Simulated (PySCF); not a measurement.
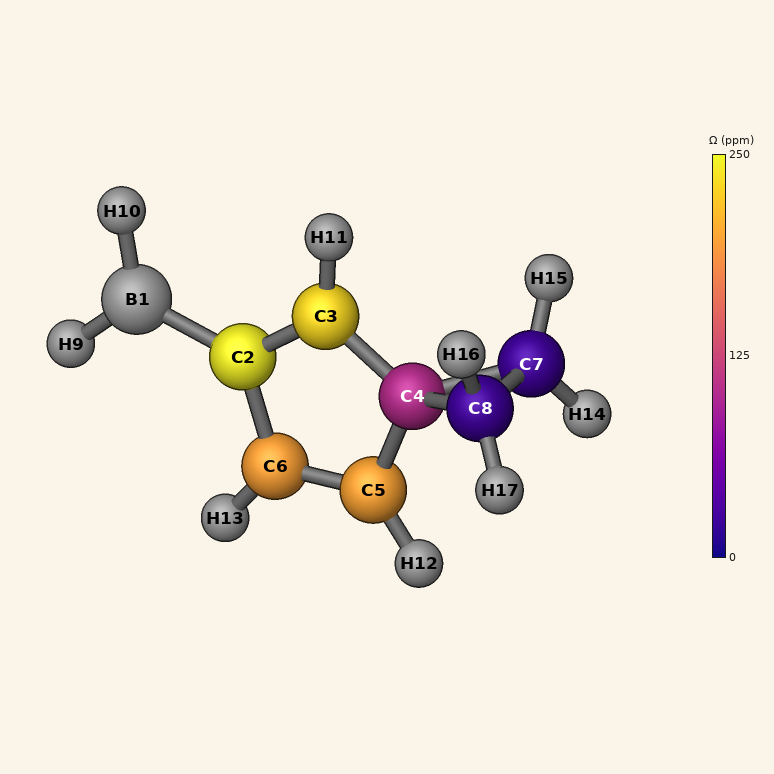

The C atoms are coloured by the span of their shielding tensor. The geometry was computed by an optimisation with GFN2-xTB. No frequency run is at hand to confirm it as a minimum. Properties computed with GIAO PBE0/pcSseg-1 NMR shielding, non-relativistic, gas phase (PySCF 2.14.0). Principal shieldings σ11 ≤ σ22 ≤ σ33, span Ω = σ33 − σ11, skew κ = 3(σiso − σ22)/Ω.

Give the shielding tensors of the C atoms.

```csv
atom,σ11,σ22,σ33,σiso,Ω,κ
C2,−86.0,9.9,158.9,27.6,244.9,0.22
C3,−106.2,−2.3,126.1,5.8,232.3,0.11
C4,90.8,138.0,195.1,141.3,104.3,0.10
C5,−62.6,51.6,135.8,41.6,198.4,−0.15
C6,−60.4,49.3,136.0,41.6,196.4,−0.12
"C7, C8",153.1,174.9,177.6,168.5,24.5,−0.78
```

Shieldings and span in ppm.

The geometry is semi-empirical. Around B such bond lengths and angles can be off by a tenth of an ångström or more and by several degrees, and values that hang on the shape move with them.
